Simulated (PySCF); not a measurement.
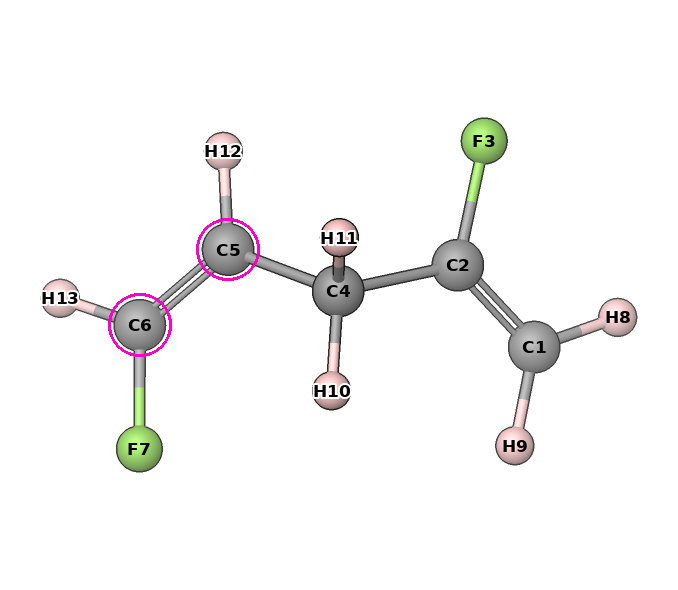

Atoms fade into the background with distance from the viewer. Circles mark the stereogenic atoms. Computed geometry: GFN2-xTB optimisation. No frequency run is at hand to confirm it as a minimum.

Give the R/S and E/Z labels.

Answer. C5=C6: Z.

Write the isomeric SMILES.

Answer. C=C(F)C/C=C\F
